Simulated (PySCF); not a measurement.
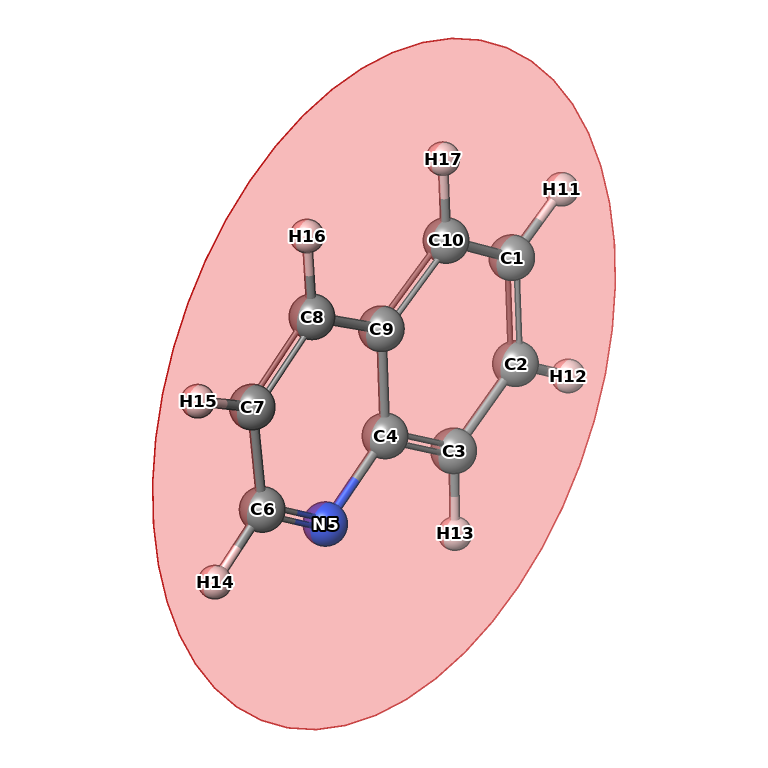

A disc through the centre of mass is drawn in. Depth is shown by fading: the farther an atom, the more it takes the colour of the background. Computed geometry: PBE0-D3(BJ)/def2-SVP optimisation. No frequency run is at hand to confirm it as a minimum.

> Is the plane of the disc a mirror plane of the structure?

Yes. The reflection leaves C1, C2, C3, C4, N5, C6, C7, C8, C9, C10, H11, H12, H13, H14, H15, H16, H17 in place. The point group is Cs.
